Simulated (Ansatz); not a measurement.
**CH$_{3}$BrOSi (SMILES O=C[SiH2]Br): density, localisation and related maps**

```
atom    x (Å)    y (Å)    z (Å)
   O  -0.7278   0.5688  -1.8819
   C  -0.5038  -0.2614  -1.0404
  Si   0.3363   0.2885   0.6036
  Br   0.6310  -1.4860   1.9004
   H  -0.7774  -1.3284  -1.2074
   H  -0.5475   1.2573   1.2905
   H   1.6503   0.8931   0.2894
```

Geometry: PBE0-D4/def2-TZVP.

Theory: RKS PBE0-D4/def2-TZVPP in Ansatz.

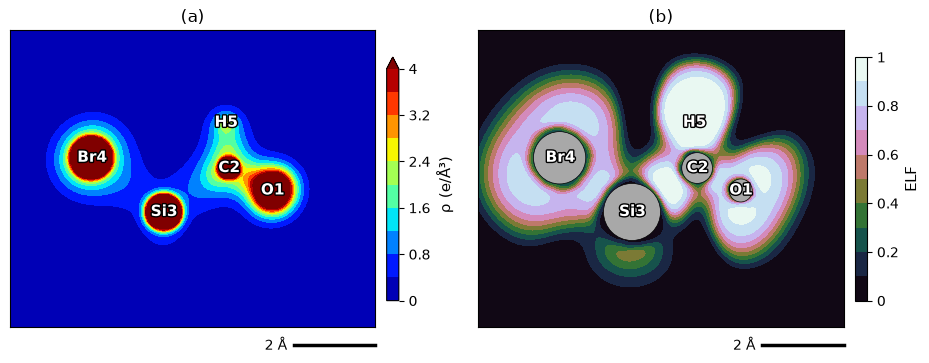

Figure 1. (a) total electron density; (b) ELF on the plane of atoms C2, Si3 and Br4. Grey discs cover the atomic cores in the ELF map.

### Read the bonding off the picture.

The plane passes through O, C, Si, Br and H nuclei. C–O (1.20 Å): ρ at the midpoint is about 3.4 e/Å³; the ELF peaks at about 0.85 between the atoms: a multiple bond. C–Si (1.93 Å): ρ at the midpoint is about 0.93 e/Å³; the ELF peaks at about 1 between the atoms, as expected for a covalent bond. Si–Br (2.22 Å): the density is about 0.78 e/Å³ at the midpoint; the ELF peaks at about 0.85 between the atoms; a polar covalent bond. C–H (1.11 Å): ρ at the midpoint is about 2 e/Å³; the ELF climbs to about 1 towards the hydrogen, as it does in any bond to H: a covalent bond by its length. The ELF also peaks beside O1 and Br4, away from the bonds: lone-pair regions.

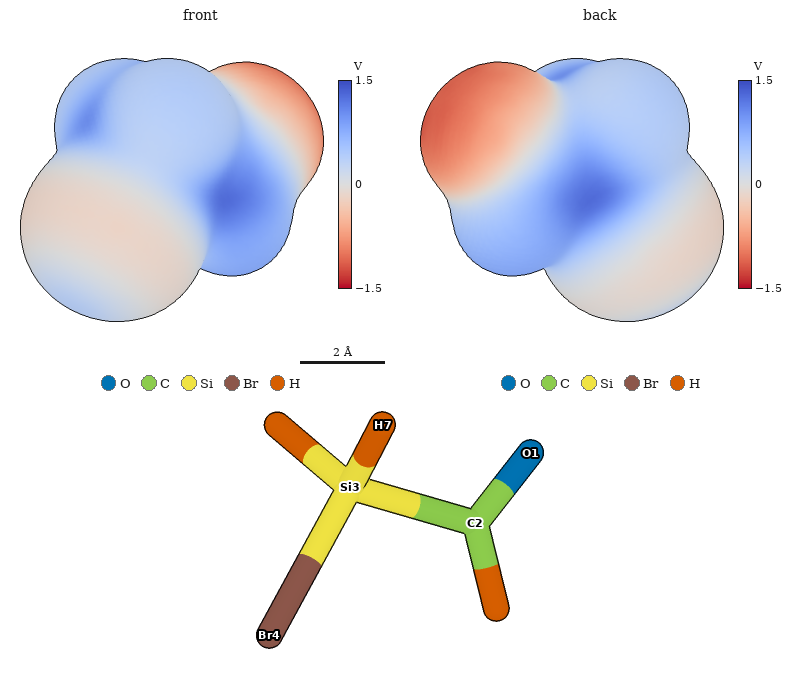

Figure 2. The molecular electrostatic potential painted on the density surface at 0.001 e/bohr³, seen from the front and from behind; red is negative and blue positive. The bare structure is drawn below in the same view.

### Which sites attract a positive test charge, and which a negative one?

A positive charge is drawn to the negative regions and a negative charge to the positive ones. The most negative region (about −1.1 V) lies over O1, the most positive (about +1.2 V) over C2 and Si3. Br4 shows a σ-hole: about +0.4 V at the tip opposite its bond, against about −0.1 V on its flanks. O1 is the likeliest acceptor of a hydrogen bond.

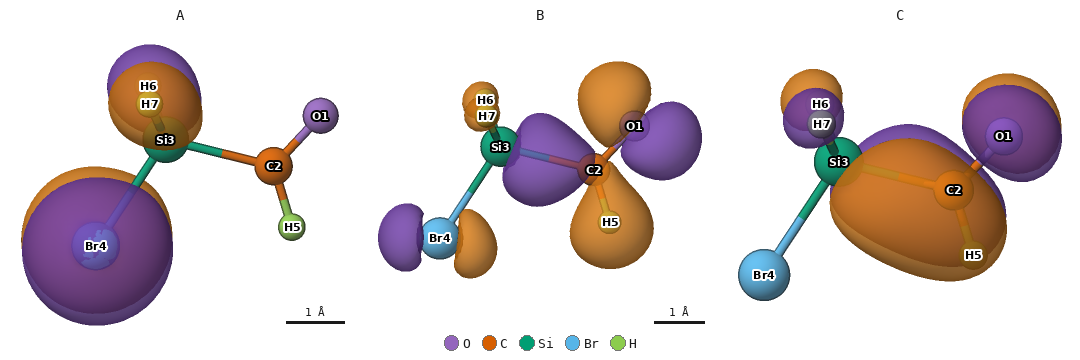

Figure 3. Three frontier orbitals at ±0.1 Å⁻³ᐟ² (orange and purple are the two phases), in no order.

### Order the three orbitals by energy and name them.

A is the HOMO−1 (−8.76 eV). It lies mainly on Br4 (about 80 %) and Si3 (about 10 %); largely a lone pair of Br4. B is the HOMO (−7.44 eV). Its weight (Hirshfeld) is mainly on O1 (about 45 %), C2 (about 20 %), Si3 (about 15 %), H5 (about 10 %) and Br4 (about 5 %). C is the LUMO (−2.06 eV). It lies mainly on C2 (about 40 %), O1 (about 30 %) and Si3 (about 15 %); π-antibonding (π*) across C2–O1.

### What is the HOMO–LUMO gap?

5.38 eV between the orbital energies.
